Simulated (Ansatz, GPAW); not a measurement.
# STM contrast on 1T-SrClI bilayer, AA, part 2 of 3

Aim: Tersoff-Hamann images of 1T-SrClI bilayer, AA at several biases.

GPAW 26.7.0 and Ansatz 0.2.0; Ansatz plane waves; layer without images along its normal, relaxation of atoms and in-plane cell, with D3(BJ) dispersion; PAW set soft_1 (the session's first sound run).

So far. Step 2 (Relaxing the atoms): The relaxation lowered the energy of the cell by 0.259 eV.

### 3. Plane waves, PBE

The work function is the vacuum plateau of the electrostatic potential less the Fermi level; a dipole layer lets the two faces have plateaus of their own.

This step: GPAW, PAW setups; slab in vacuum (GPAW 26.7.0).

The cell differs from the one that the last finished run ended in (c 44.830 → 23.517 Å).

Input file run.py:

```python
import json
import numpy as np
from ase import Atoms
from ase.dft.stm import STM
from gpaw import GPAW, PW

slab = Atoms(
    ['I', 'Sr', 'Cl', 'I', 'Sr', 'Cl'],
    positions=[
        [2.27180, 1.31162, 7.00000],
        [0.00000, 0.00000, 8.93221],
        [-0.00000, 2.62324, 10.22539],
        [2.27180, 1.31162, 13.27859],
        [0.00000, -0.00000, 15.20705],
        [-0.00000, 2.62324, 16.51717]],
    cell=[[4.54359, 0.0, -0.0], [-2.2718, 3.93487, 0.0], [-0.0, 0.0, 23.5172]],
    pbc=[True, True, False])

slab.calc = GPAW(mode=PW(400), xc='PBE', kpts={'size': (9, 9, 1), 'gamma': True},
                 occupations={'name': 'fermi-dirac', 'width': 0.05}, nbands='160%',
                 convergence={'density': 1e-05}, maxiter=200,
                 poissonsolver={'dipolelayer': 'xy'},
                 symmetry={'tolerance': 1e-3}, txt='slab.txt')
result = {}
energy = slab.get_potential_energy()
fermi = slab.calc.get_fermi_level()
v = slab.calc.get_electrostatic_potential().mean((0, 1)) - fermi
n = slab.calc.get_pseudo_density().mean((0, 1))
L = slab.cell[2, 2]
z = np.arange(len(v)) * L / len(v)
low, high = slab.positions[:, 2].min(), slab.positions[:, 2].max()
below, above = np.interp([low - 4.8, high + 4.8], z, v)
slopes = [np.interp(x, z, np.gradient(v, z)) for x in (low - 4.8, high + 4.8)]
eps = np.array([[slab.calc.get_eigenvalues(k, s) for k in range(len(slab.calc.get_ibz_k_points()))]
                for s in range(slab.calc.get_number_of_spins())]) - fermi
top, bottom = eps[eps < 0].max(), eps[eps > 0].min()
dipole = slab.get_dipole_moment()[2]
print(f'energy {energy:.4f} eV, Fermi level {fermi:.4f} eV, dipole {dipole:.5f} e A')
print(f'potential 4.8 A off the faces, from the Fermi level: lower {below:.4f} eV, upper {above:.4f} eV')
print(f'slope of the potential there: lower {slopes[0]:.5f}, upper {slopes[1]:.5f} eV/A')
print(f'nearest levels on the mesh: {top:.4f} and {bottom:.4f} eV')
print('magnetic moment', round(slab.get_magnetic_moment(), 3))
result.update(energy=energy, fermi=fermi, dipole=dipole, below=below, above=above, slopes=slopes, edges=[top, bottom],
              z=z.tolist(), v=v.tolist(), n=n.tolist(), positions=slab.positions.tolist(),
              forces=slab.get_forces(apply_constraint=False).tolist(), moments=slab.get_magnetic_moments().tolist())

# Images need the states of the whole zone, up to time reversal
slab.calc = slab.calc.fixed_density(symmetry={'point_group': False}, txt='states.txt', nbands='250%',
                                    convergence={'bands': 'CBM+1.3'})
stm = STM(slab)
result['stm'] = []
for bias in [-1.0, 1.0]:
    height = high + 3.5
    current = stm.get_averaged_current(bias, height)
    x, y, h = stm.scan(bias, current)
    i, f = divmod(height / L * stm.ldos.shape[2], 1)
    I = abs((1 - f) * stm.ldos[:, :, int(i)] + f * stm.ldos[:, :, int(i) + 1])
    print(f'bias {bias} V: mean current at 3.5 A {current:.4e}, corrugation {np.ptp(h):.4f} A')
    result['stm'].append(dict(bias=bias, current=current, h=(h - high).tolist(), I=I.tolist()))
json.dump(result, open('result.json', 'w'))
```

Command:

```console
OMP_NUM_THREADS=1 OPENBLAS_NUM_THREADS=1 python run.py
```

Numbers of over 12 decimals in the logs are rounded to 6 here.

What it wrote:

```text
energy -22.2824 eV, Fermi level 0.0515 eV, dipole 0.14415 e A
potential 4.8 A off the faces, from the Fermi level: lower 5.1100 eV, upper 3.6529 eV
slope of the potential there: lower -0.00011, upper 0.00004 eV/A
nearest levels on the mesh: -1.8390 and 1.7888 eV
magnetic moment 0.0
bias -1.0 V: mean current at 3.5 A 0.0000e+00, corrugation 0.0000 A
bias 1.0 V: mean current at 3.5 A 0.0000e+00, corrugation 0.0000 A
```

Run time: 3.9 min. Hardware: 1 thread of Intel Xeon Platinum 8488C (Sapphire Rapids), shared host; peak memory 0.73 GiB.

Numbers from this step:

```
dipole along the normal                    : 0.1441 e·Å
levels nearest the Fermi level on the mesh : -1.839, 1.789 eV from the Fermi level
upper work function                        : 3.653 eV
lower work function                        : 5.110 eV
upper ionisation energy                    : 5.492 eV
```

The electrostatic potential energy of an electron (without an applied field's), less the Fermi level, planar mean oscillates, so the rows of the table below give means over windows of 2 Å about each position, cut where the curve ends. Its maxima inside the range that stand out by 2 % of the span (Å: eV): 1.8: 5.11, 8.0: -1.35, 9.7: -4.75, 11.7: 3.73, 14.3: -2.17, 16.0: -5.32. Its minima: 7.0: -11.5, 8.9: -10.3, 10.2: -9.24, 13.3: -12.2, 15.2: -11.1, 16.5: -9.90.

Electrostatic potential energy of an electron (without an applied field's), less the Fermi level, planar mean against z; means over each step:

| z (Å) | electrostatic potential energy of an electron (without an applied field's), less the Fermi level, planar mean (eV) |
| --- | --- |
| 0 | 4.97 |
| 2 | 5.11 |
| 4 | 5.09 |
| 6 | 0.172 |
| 8 | -5.81 |
| 10 | -5.56 |
| 12 | 1.18 |
| 14 | -6.65 |
| 16 | -7.73 |
| 18 | 2.79 |
| 20 | 3.65 |
| 22 | 3.65 |

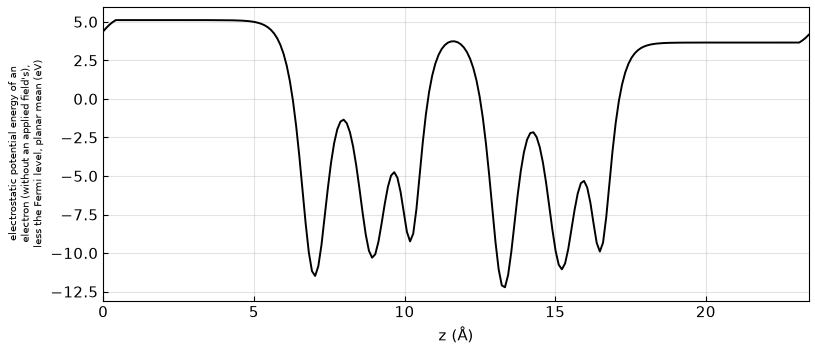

Electrostatic potential energy of an electron (without an applied field's), less the Fermi level, planar mean against z.

The pseudo valence density, planar mean oscillates, so the rows of the table below give means over windows of 2 Å about each position, cut where the curve ends. Its maxima inside the range that stand out by 2 % of the span (Å: e/Å³): 6.5: 0.219, 7.6: 0.239, 9.0: 0.448, 12.8: 0.219, 13.9: 0.238, 15.3: 0.442. Its minima: 6.9: 0.115, 8.0: 0.182, 11.5: 0.0346, 13.2: 0.112, 14.3: 0.183.

Pseudo valence density, planar mean against z; means over each step:

| z (Å) | pseudo valence density, planar mean (e/Å³) |
| --- | --- |
| 2 | 2.4e-6 |
| 4 | 0.00101 |
| 6 | 0.101 |
| 8 | 0.251 |
| 10 | 0.299 |
| 12 | 0.102 |
| 14 | 0.212 |
| 16 | 0.332 |
| 18 | 0.0448 |
| 20 | 8.6e-5 |
| 22 | 0 |

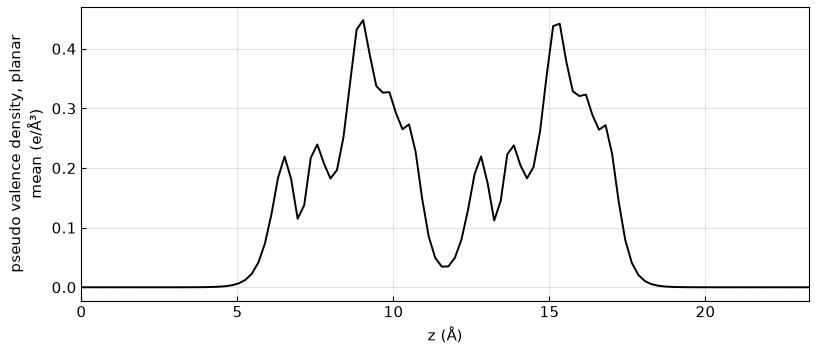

Pseudo valence density, planar mean, plotted against z.

Force by atom:

| atom | x (eV/Å) | y (eV/Å) | z (eV/Å) | size |
| --- | --- | --- | --- | --- |
| I1 | 0.0000 | 0.0000 | -0.0916 | 0.0916 |
| Sr2 | 0.0000 | 0.0000 | -0.0511 | 0.0511 |
| Cl3 | 0.0000 | 0.0000 | 0.0111 | 0.0111 |
| I4 | 0.0000 | 0.0000 | 0.0141 | 0.0141 |
| Sr5 | 0.0000 | 0.0000 | 0.0380 | 0.0380 |
| Cl6 | 0.0000 | 0.0000 | 0.0795 | 0.0795 |

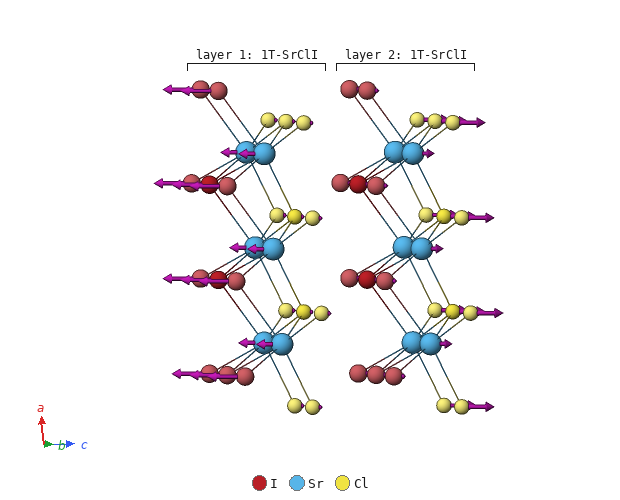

Force as arrows, the longest 0.0916 eV/Å. 2×1×1 cells are drawn. Some periodic images of atoms are drawn too.

The layer is gapped, so the Fermi level lies somewhere inside the gap, set by smearing and numerics, and these work functions are no property of the material; the band edges below the vacuum level are. The potential is flat to 1.1e-4 eV/Å where it is read, so the vacuum is wide enough. The geometry is the other program's minimum (found with a dispersion term); here the largest force on a free atom is 0.092 eV/Å. At -1 and 1 V the search found no usable constant-current contour near the set height, since the window lies inside the gap and carries no current, so the printed corrugation is no image; it is left out.

### 4. A second plane-wave code

A second program with its own datasets checks the number independently.

This step: Ansatz plane waves; slab in vacuum with a dipole correction; PAW set soft_1 (Ansatz 0.2.0).

Input file input.yaml:

```yaml
crystal:
  lattice:
    - [4.5435928819, 0.0, 0.0]
    - [-2.2717964409, 3.9348668602, 0.0]
    - [0.0, 0.0, 44.8299124135]
  atoms:
    - { symbol: I, position: [0.6666666667, 0.3333333333, 0.167325501] }
    - { symbol: Sr, position: [0.0, 0.0, 0.2104263387] }
    - { symbol: Cl, position: [0.3333333333, 0.6666666667, 0.2392727661] }
    - { symbol: I, position: [0.6666666667, 0.3333333333, 0.307378998] }
    - { symbol: Sr, position: [0.0, 0.0, 0.350396242] }
    - { symbol: Cl, position: [0.3333333333, 0.6666666667, 0.3796206165] }
kpoints:
  mp_grid: { grid: [9, 9, 1] }
hamiltonian:
  xc: pbe
  pseudopotentials: { kind: paw, azcp: { folder: soft_1 } }
scf:
  occupations: { method: fermi_dirac, width: 0.05 }
efield:
  axis: 3
  dipole_correction: true
  ramp_width: 0.05
output:
  forces: true
  write_potential: true
  write_density: true
  volumetric_format: npy
  elf: true
```

Command:

```console
ansatz run input.yaml --threads 4 --pin off --max-ram 8192MiB --backend cpu --events-out ev --progress --plain --runs-dir out
```

What it wrote:

```text
[...]
Crystal: 6 atoms, lattice volume = 801.489 Å³
Basis set: ecut = 420 eV, 15719 PW (Γ), exchange–correlation on 64×64×600 points (8 copies of the dense FFT grid, shifted against one another)
Bands: 41, of which v1, the nominal top of the filled ones, is band 34 counted from 1 (33 counted from 0)
Symmetry: 6 space group operations
[...]
k-points: 12 of 81 (time reversal used)
[...]
SCF iter   1: F=—  HF=-24286.370822 eV  |F-HF|=—  |Δ(HF+E_count)|=         —  Δρ=1.10e-2  dr2=2.05e0  ethr=3.07e-3  p=-0.000 e·Å  D=-1.21e-7 V/Å  ΔV_dip=0.00 eV  dr2_dipole=4.30e-3  V_vac-E_F(+/−)=5.48/5.48 eV  ⟨swp⟩=1.0  Hψ=4877  notcnv=0
efield: sawtooth ramp at fractional position 0.7485 (placed from the atoms, in the widest stretch of the axis that holds none; the zero of the levels goes with the place), width 0.0500; the density the first Hamiltonian is built on has a dipole p = -0.000 e·Å; the dipole correction subtracts the counter field D = -1.21e-7 V/Å, which shifts the + side's vacuum level by +0.00 eV against the − side's; the planar-averaged density in the ramp window peaks in size at 1.9e-6 e/Å³
[...]
SCF iter   2: F=—  HF=-24285.863936 eV  |F-HF|=—  |Δ(HF+E_count)|=   5.07e-1  Δρ=4.40e-3  dr2=1.85e-1  ethr=3.01e-3  p=0.074 e·Å  D=1.67e-2 V/Å  ΔV_dip=-0.75 eV  dr2_dipole=3.55e-3  V_vac-E_F(+/−)=4.36/5.11 eV  ⟨swp⟩=3.8  Hψ=1437  notcnv=0  defer=18
[...]
SCF iter  10: F=-24285.927000 eV  HF=-24285.927000 eV  |F-HF|=4.47e-9  |Δ(HF+E_count)|=   3.40e-8  Δρ=8.32e-7  dr2=6.46e-9  ethr=1.47e-10  p=0.143 e·Å  D=3.23e-2 V/Å  ΔV_dip=-1.45 eV  dr2_dipole=1.07e-12  V_vac-E_F(+/−)=3.68/5.13 eV  ⟨swp⟩=26.9  Hψ=5164  notcnv=0
SCF 1 converged in 10 iterations: F = -24285.927000 eV  dr2 = 6.46e-9
[...]
WARN: The output density's exchange-correlation potential varies sharply where the density is thin. Do not read a vacuum level from v_tot or v_xc, or from such a field of the output density. On a cell that repeats whose density bears no net charge and no dipole along the vacuum's axis use v_es (v_loc + v_h of the components); under efield.dipole_correction with no amplitude use v_es + v_field, which holds any externa [...]
SCF converged after 10 iterations
Free energy (F): -24285.927000 eV
[...]
Internal energy: -24285.927000 eV  (E = F + TS)
E sigma→0 (E₀):  -24285.927000 eV
Fermi energy:    -1.560724 eV
Dipole field:    D = 0.032266 V/Å  (p = 0.142917 e·Å, saw-weighted, corrected)
Work function:   Φ+ = 3.6842 eV   Φ− = 5.1307 eV
Levels:          The Fermi level and band energies are counted from a zero that moves with the ramp; work functions are not
[...]
--- Forces (eV/Å), atoms counted from 1 ---
  atom   1  I     -0.00000000     0.00000000    -0.07380148
  atom   2  Sr     0.00000000    -0.00000000    -0.04976579
  atom   3  Cl    -0.00000000    -0.00000000    -0.00788445
  atom   4  I     -0.00000000     0.00000000     0.03195344
  atom   5  Sr    -0.00000000    -0.00000000     0.03866375
  atom   6  Cl     0.00000000    -0.00000000     0.06083767
  max |Σ_I F_I| component: 3.13e-6 eV/Å
--- Band table (eV; the first three rows and the last of 12) ---
  k-point 0: bands = [... 30 lower, -4.1575, -4.0024, -3.3718, -3.3718, 0.2573, 1.1755, 1.1778, 1.1778, ... 3 higher]
  k-point 1: bands = [... 30 lower, -4.2054, -3.9936, -3.5713, -3.4212, 0.4674, 0.9694, 1.3220, 1.3607, ... 3 higher]
  k-point 2: bands = [... 30 lower, -4.3163, -4.1137, -3.8634, -3.5366, 0.5969, 1.0360, 1.3801, 1.6396, ... 3 higher]
  k-point 11: bands = [... 30 lower, -4.7025, -4.3740, -4.2729, -3.9913, 1.1313, 1.3961, 1.8541, 1.9027, ... 3 higher]
```

The job ended after 12 s (4 threads; peak memory 1.4 GiB; 43 s of CPU time).

Numbers from this step:

| Property | Result |
| --- | --- |
| free energy | -24285.9270 eV |
| gap on the k-mesh | 3.629 eV |
| upper work function | 3.684 eV |
| lower work function | 5.131 eV |
| dipole along the normal | 0.1429 e·Å |
| dipole field | 0.03227 V/Å |
| vacuum level above | 2.123 eV |
| vacuum level below | 3.570 eV |

The electrostatic potential energy of an electron (with the applied field's), less the Fermi level, planar mean oscillates, so the rows of the table below give means over windows of 2.5 Å about each position, cut where the curve ends. Its maxima inside the range that stand out by 2 % of the span (Å: eV): 8.5: -1.37, 12.1: 3.77, 14.8: -2.17. Its minima: 7.9: -4.08, 9.4: -12.8, 14.2: -4.87, 15.7: -13.5.

Table of electrostatic potential energy of an electron (with the applied field's), less the Fermi level, planar mean by z; means over each step:

| z (Å) | electrostatic potential energy of an electron (with the applied field's), less the Fermi level, planar mean (eV) |
| --- | --- |
| 0.0 | 5.13 |
| 2.5 | 5.13 |
| 5.0 | 4.98 |
| 7.5 | -1.79 |
| 10.0 | -6.38 |
| 12.5 | 0.846 |
| 15.0 | -6.78 |
| 17.5 | -1.11 |
| 20.0 | 3.67 |
| 22.5 | 3.68 |
| 25.0 | 3.68 |
| 27.5 | 3.68 |
| 30.0 | 3.68 |
| 32.5 | 3.69 |
| 35.0 | 4.59 |
| 37.5 | 5.13 |
| 40.0 | 5.13 |
| 42.5 | 5.13 |

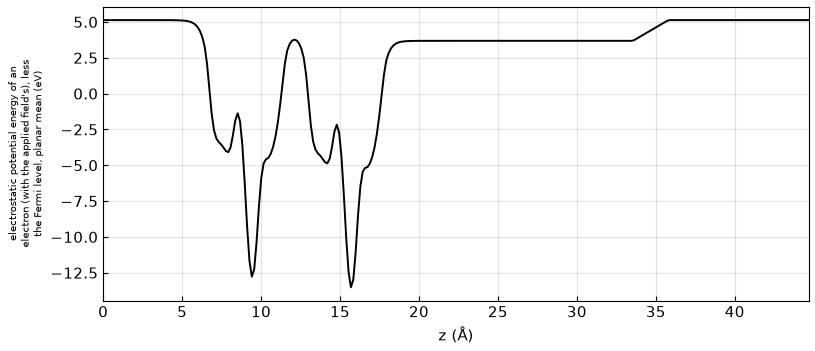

Electrostatic potential energy of an electron (with the applied field's), less the Fermi level, planar mean against z.

The valence density, planar mean oscillates, so the rows of the table below give means over windows of 2.24 Å about each position, cut where the curve ends. Its maxima inside the range that stand out by 2 % of the span (Å: e/Å³): 7.5: 0.879, 9.7: 0.394, 13.7: 0.879, 15.8: 0.391. Its minima: 8.5: 0.185, 12.1: 0.0333, 14.8: 0.186.

Valence density, planar mean against z; means over each step:

| z (Å) | valence density, planar mean (e/Å³) |
| --- | --- |
| 3.36 | 4.0e-5 |
| 5.60 | 0.0289 |
| 7.84 | 0.446 |
| 10.08 | 0.333 |
| 12.32 | 0.138 |
| 14.56 | 0.448 |
| 16.80 | 0.291 |
| 19.04 | 0.0117 |
| 21.28 | 9.0e-6 |

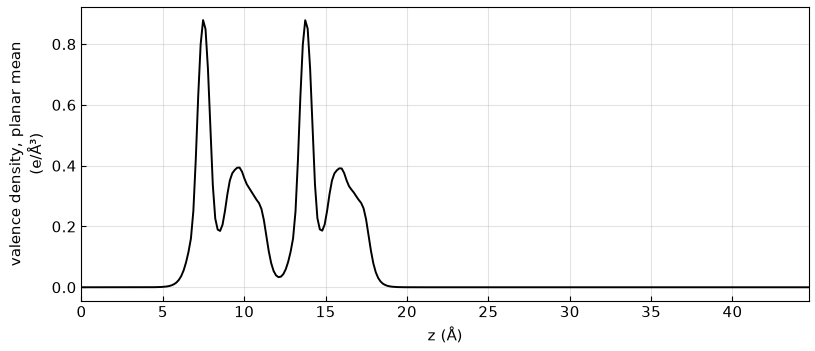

Valence density, planar mean, plotted against z.

Force by atom:

| atom | x (eV/Å) | y (eV/Å) | z (eV/Å) | size |
| --- | --- | --- | --- | --- |
| I1 | 0.0000 | 0.0000 | -0.0738 | 0.0738 |
| Sr2 | 0.0000 | 0.0000 | -0.0498 | 0.0498 |
| Cl3 | 0.0000 | 0.0000 | -0.0079 | 0.0079 |
| I4 | 0.0000 | 0.0000 | 0.0320 | 0.0320 |
| Sr5 | 0.0000 | 0.0000 | 0.0387 | 0.0387 |
| Cl6 | 0.0000 | 0.0000 | 0.0608 | 0.0608 |

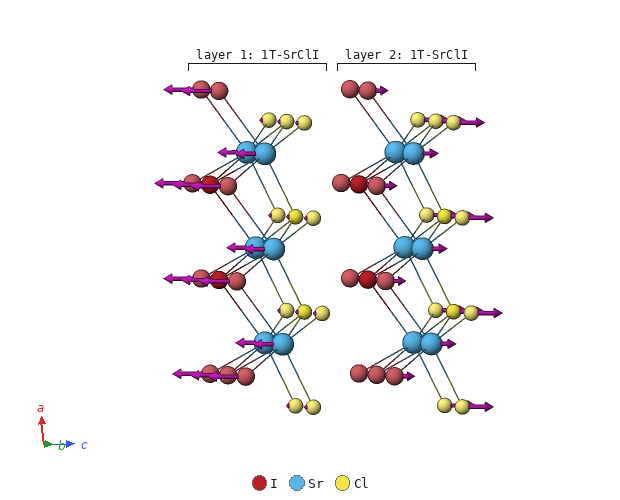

Force as arrows, the longest 0.0738 eV/Å. 2×1×1 cells are drawn. Some periodic images of atoms are drawn too.

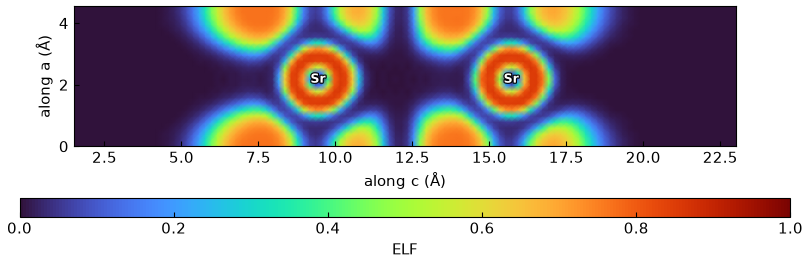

ELF in the ca plane at fractional y = 0.000, with atoms of Sr within 0.2 Å of it. It is the smooth field of the valence electrons, not physical close to the nuclei. The map starts off the cell's origin, so that atoms lie inside it. The far vacuum is left out of the map.

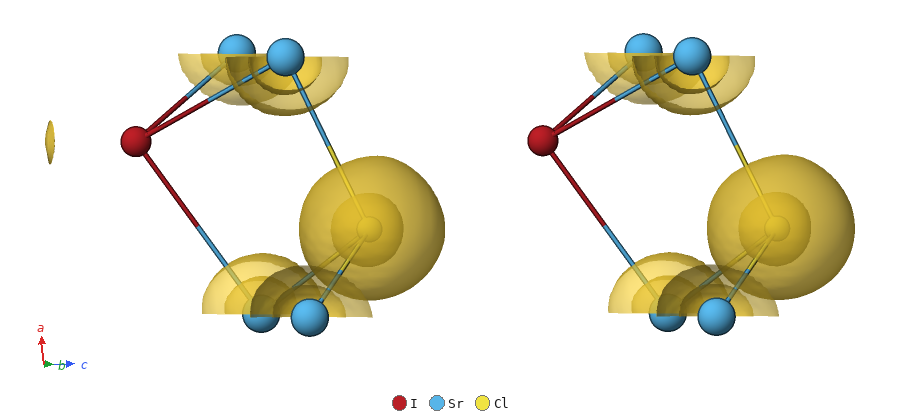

Surface of ELF = 0.81.

(Part 2 of 3 ends here.)

[Logs are printed without paths, hosts, clocks, repeated set-up lines and the standing remarks that a program may print on its own settings, such as how far it seeks lower states.]

[Hosts, paths, dates, database ids (printed as entryN), source tags and the programs' standing remarks are cut or masked in the printed files.]
